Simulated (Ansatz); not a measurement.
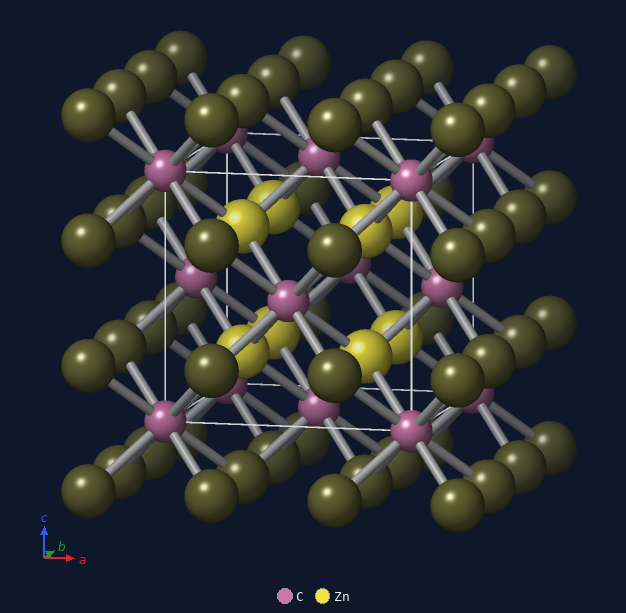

An orthographic ball-and-stick view of the structure, slightly off an axis. The lines enclose the conventional unit cell; boundary atoms appear with their images. Periodic images bonded to atoms of the box are shown as well, in fainter colours.

Zn2C, antifluorite, space group Fm-3m (No. 225), a = 5.001 Å, b = 5.001 Å, c = 5.001 Å, α = 90.00°, β = 90.00°, γ = 90.00°. The structure comes from a structure type filled with these elements by a generator (whether the compound takes this form wasn't checked). The cell was then strained or its atoms displaced on purpose. It was the input of a calculation with Ansatz.

This one geometry was computed with Ansatz (DFT, plane waves, PAW) at three levels of theory: HSE06, r2SCAN and PBE. It was relaxed with r2SCAN and then strained.

Question: Which level gives the highest pressure at this volume, and what does that say about its equilibrium volume?

Answer: Highest: PBE (21.1 GPa), which points to the largest equilibrium volume. Lowest, with the smallest volume: r2SCAN (16.5 GPa). Levels within 0.5 GPa of each other can't be told apart.

Question: How does the band gap change with the level of theory?

Answer: PBE: a gap of 0.25 eV, direct; r2SCAN: a gap of 0.46 eV, direct; HSE06: a gap of 1.20 eV, direct.

Question: Collect the results in a table.

Answer:
| level | cutoff (eV) | k-mesh of the run's cell | gap (eV) | pressure (GPa) |
| --- | --- | --- | --- | --- |
| HSE06 | 420 | 6×6×6 | 1.20 | 18.4 |
| r2SCAN | 500 | 8×8×8 | 0.46 | 16.5 |
| PBE | 420 | 8×8×8 | 0.25 | 21.1 |

Gaps are taken on the k-mesh or band path of each run.
